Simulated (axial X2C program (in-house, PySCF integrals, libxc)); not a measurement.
**Linear BOB at several levels**

Aim: the two bond lengths and stretching wavenumbers of linear BOB, with and without spin–orbit coupling, at PBE0, HF, PBE, MP2.

Computed with an in-house X2C program for linear molecules on PySCF integrals. Level: all-electron X2C, two-component (2c) or spin-free, B dyall-v3z, O dyall-av3z.

All values are calculated.

1 further run of the same task is left out (set aside as unsound or not needed).

## 1. Input

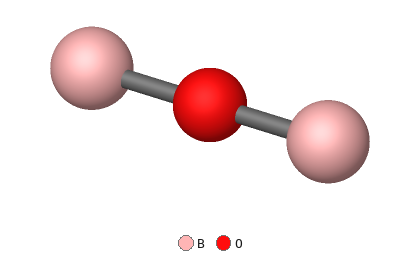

The atoms on one line, bonds 1.480 and 1.480 Å (boron pink, oxygen red).

task.json

```json
{"zs": [5, 8, 5], "q": 0, "bas": ["dyall-v3z", "dyall-av3z", "dyall-v3z"], "r0": [1.48, 1.48], "symm": 1, "scan": ["PBE0", "HF", "PBE"], "levels": ["PBE0", "HF", "r2SCAN"], "nst": 2}
```

Keys: zs atomic numbers; q charge; bas basis sets; r0 starting distance in Å; symm equal bonds; scan levels of the two-bond scan (MP2 follows by itself at each HF point); levels methods; nst determinants followed.

On the command line:

```sh
python solin.py task.json out
```

Masses B 11.009, O 15.995, B 11.009 u.

## 2. Scan at PBE0, 2c

State: Ω = 0 (all partner blocks equally filled). Energies above the lowest point, from the job's result record:

| r(B–O) (Å) | r(O–B) (Å) | E (meV) |
| --- | --- | --- |
| 1.2851 | 1.2851 | 55.07 |
| 1.2851 | 1.3180 | 25.39 |
| 1.2851 | 1.3509 | 41.15 |
| 1.3180 | 1.2851 | 25.39 |
| 1.3180 | 1.3180 | 0.00 |
| 1.3180 | 1.3509 | 19.91 |
| 1.3180 | 1.3839 | 76.02 |
| 1.3509 | 1.2851 | 41.15 |
| 1.3509 | 1.3180 | 19.91 |
| 1.3509 | 1.3509 | 43.83 |
| 1.3839 | 1.3180 | 76.02 |
| 1.3839 | 1.3839 | 167.64 |

A quadratic surface with cubic terms in each bond gives the minimum at 1.319 and 1.319 Å, force constants 6.66, 6.66 and coupling 0.59 mdyn/Å.

## 3. Scan at HF, 2c

State: Ω = 0 (all partner blocks equally filled). Energies above the lowest point, from the job's result record:

| r(B–O) (Å) | r(O–B) (Å) | E (meV) |
| --- | --- | --- |
| 1.2851 | 1.2851 | 8.89 |
| 1.2851 | 1.3180 | 1.87 |
| 1.2851 | 1.3509 | 41.41 |
| 1.3180 | 1.2851 | 1.87 |
| 1.3180 | 1.3180 | 0.00 |
| 1.3180 | 1.3509 | 44.49 |
| 1.3180 | 1.3839 | 126.17 |
| 1.3509 | 1.2851 | 41.41 |
| 1.3509 | 1.3180 | 44.49 |
| 1.3509 | 1.3509 | 93.79 |
| 1.3839 | 1.3180 | 126.17 |
| 1.3839 | 1.3839 | 270.98 |

A quadratic surface with cubic terms in each bond gives the minimum at 1.304 and 1.304 Å, force constants 7.45, 7.45 and coupling 0.71 mdyn/Å.

## 4. Scan at PBE, 2c

State: Ω = 0 (all partner blocks equally filled). Energies above the lowest point, from the job's result record:

| r(B–O) (Å) | r(O–B) (Å) | E (meV) |
| --- | --- | --- |
| 1.2851 | 1.2851 | 92.18 |
| 1.2851 | 1.3180 | 44.16 |
| 1.2851 | 1.3509 | 41.52 |
| 1.3180 | 1.2851 | 44.16 |
| 1.3180 | 1.3180 | 0.00 |
| 1.3180 | 1.3509 | 1.08 |
| 1.3180 | 1.3839 | 38.29 |
| 1.3509 | 1.2851 | 41.52 |
| 1.3509 | 1.3180 | 1.08 |
| 1.3509 | 1.3509 | 5.76 |
| 1.3839 | 1.3180 | 38.29 |
| 1.3839 | 1.3839 | 90.56 |

A quadratic surface with cubic terms in each bond gives the minimum at 1.332 and 1.332 Å, force constants 6.1, 6.1 and coupling 0.53 mdyn/Å.

## 5. Comparison

| level | r(B–O) (Å) | r(O–B) (Å) | lower stretch (cm⁻¹) | upper stretch (cm⁻¹) |
| --- | --- | --- | --- | --- |
| PBE0, 2c | 1.319 | 1.319 | 1057.3 | 1490.6 |
| HF, 2c | 1.304 | 1.304 | 1121.4 | 1571.2 |
| PBE, 2c | 1.332 | 1.332 | 1011.2 | 1428.2 |
| MP2, 2c | 1.329 | 1.329 | 1038.0 | 1464.9 |
| PBE0, spin-free | 1.319 | 1.319 | 1057.2 | 1490.2 |
| HF, spin-free | 1.304 | 1.304 | 1121.3 | 1570.8 |
| PBE, spin-free | 1.332 | 1.332 | 1011.1 | 1427.8 |
| MP2, spin-free | 1.329 | 1.329 | 1037.9 | 1464.6 |

Scans not shown above were run alike.

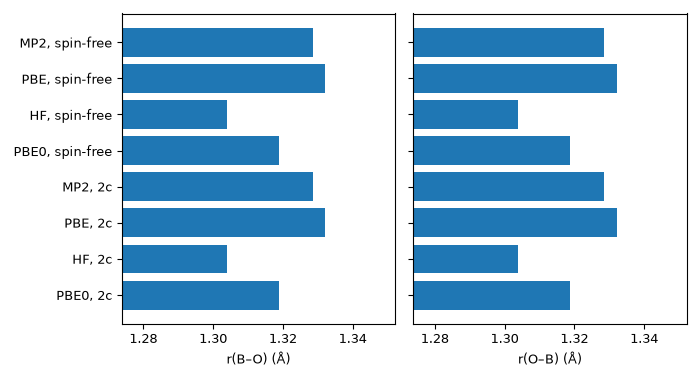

The two bond lengths by level.

What this shows: Over the levels the B–O bond spans 1.304 to 1.332 Å and the O–B bond 1.304 to 1.332 Å. At PBE0 spin–orbit coupling leaves both bonds unchanged to 0.001 Å. Each state is one determinant, the lowest of a limited PBE0 search; the stretches come from a fit to few points and are good to some per cent at best. The stretches are sorted by size, and where the two bonds are alike the symmetric and antisymmetric modes can swap order between levels. MP2 freezes inner shells (threshold -2 hartree). The molecule was held linear; bending was not examined, so a bent shape may lie lower.
